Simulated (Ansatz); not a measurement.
# GeH2Cl (SMILES [Cl][GeH2]) at UBLYP/STO-3G

Aim: the electronic atomisation energy of GeH2Cl at UBLYP/STO-3G, from 4 runs. 

The calculation is run with Ansatz 0.2.0.

57 further runs of the same task are left out: 6 that didn't finish, 51 set aside as unsound or not needed.

## Step 1: Starting point

The species is GeH2Cl (4 atoms), meant as a doublet with charge 0. As SMILES, `[Cl][GeH2]`. The shape is that of a PBE0-D4/def2-TZVP optimisation.

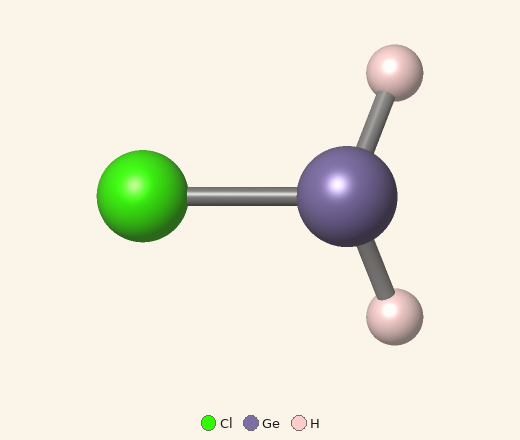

The structure, seen from a chosen angle (chlorine green, germanium purple, hydrogen pink).

## Step 2: A single-point energy at UBLYP/STO-3G

Input file run.yaml:

```yaml
crystal:
  periodic: [false, false, false]
  atoms:
    - symbol: Cl
      position_ang: [-1.562900, 0.305200, 0.993500]
    - symbol: Ge
      position_ang: [0.106700, -0.451100, -0.141600]
    - symbol: H
      position_ang: [0.072700, 0.259600, -1.514200]
    - symbol: H
      position_ang: [1.383400, -0.113700, 0.662300]
basis:
  gaussian: {orbitals: STO-3G}
magnetization: {spin_polarized: true, initial_magnetization: 1}
hamiltonian: {xc: {name: BLYP}}
accuracy: high
```

Run with:

```
$ ansatz run run.yaml --threads 1 --pin off --max-ram 2610MiB --events-out events.jsonl --progress --plain --runs-dir runs
```

The program printed:

```text
Warning: RAYON_NUM_THREADS=1 ignored (pool sized by the plan → 1); use --threads N
Functional definition: BLYP
  name "BLYP"
  parameter beta = 0.0042
  parameter a = 0.04918
  parameter b = 0.132
  parameter c = 0.2533
  parameter d = 0.349
  exchange = b88_x(beta = beta)
  correlation = lyp_c(a = a, b = b, c = c, d = d)
426 factors; integrals over basis functions are off by at most 4.7e-9 eV
mean field evaluation 1: about -68140.2486 eV, gradient 1.8e2 eV
mean field evaluation 2: about -68190.2938 eV, gradient 8.5e1 eV
mean field evaluation 4: about -68275.5887 eV, gradient 2.0e1 eV
mean field evaluation 8: about -68280.6160 eV, gradient 2.1e-1 eV
mean field evaluation 16: about -68280.5952 eV, gradient 2.5e-5 eV
mean field -68280.59523375 eV, -2509.2655925907 hartree, gradient 7.2e-9 eV, S^2 0.750513; 0 other end points of the search recorded, 0 dependent functions left out
reference -68280.59526973 eV, -2509.2655939129 hartree; 26, 25 occupied and 3, 4 virtual orbitals, 426 factors
Total energy: -68280.59526973 eV, -2509.2655939129 hartree
```

It took 2.2 s on 1 thread of Arm Neoverse V1, shared host; peak memory 0.13 GiB.

## Step 3: The Cl atom, same level

Input file input.yaml:

```yaml
crystal:
  periodic: [false, false, false]
  atoms:
    - {symbol: Cl, position_ang: [0.000000, 0.000000, 0.000000]}
basis:
  gaussian: {orbitals: STO-3G}
magnetization: {spin_polarized: true, initial_magnetization: 1}
hamiltonian: {xc: {name: BLYP}}
accuracy: high
```

Run the same way, it converges to -455.06886 Eh (log not shown).

## Step 4: The Ge atom at the same level

Input file job.yaml:

```yaml
crystal:
  periodic: [false, false, false]
  atoms:
    - symbol: Ge
      position_ang: [0.000000, 0.000000, 0.000000]
basis:
  gaussian:
    orbitals: STO-3G
magnetization:
  spin_polarized: true
  initial_magnetization: 2
hamiltonian:
  xc: {name: BLYP}
accuracy: high
```

Run the same way, it converges to -2052.76241 Eh (log not shown).

## Step 5: The H atom

Input file run.yaml:

```yaml
crystal:
  periodic: [false, false, false]
  atoms:
    - {symbol: H, position_ang: [0.000000, 0.000000, 0.000000]}
basis:
  gaussian: {orbitals: STO-3G}
magnetization: {spin_polarized: true, initial_magnetization: 1}
hamiltonian: {xc: {name: BLYP}}
accuracy: high
```

Run the same way, it converges to -0.46274 Eh (log not shown).

## Step 6: Results

Level: UBLYP/STO-3G.

```
                     quantity           value
       molecule: total energy  -2509.26559 Eh
               molecule: ⟨S²⟩           0.751
        Cl atom: total energy   -455.06886 Eh
                Cl atom: ⟨S²⟩           0.750
        Ge atom: total energy  -2052.76241 Eh
                Ge atom: ⟨S²⟩           2.287
         H atom: total energy     -0.46274 Eh
                 H atom: ⟨S²⟩           0.750
electronic atomisation energy       13.846 eV
```

**Reading.** Taking the molecule apart into free atoms costs 13.85 eV (1336 kJ/mol), before zero-point energy and without spin-orbit coupling. In a minimal basis such a difference can be off by several eV, whatever the method. ⟨S²⟩ (Ge atom) is 2.29 where a pure triplet has 2.00: the reference is spin-contaminated.
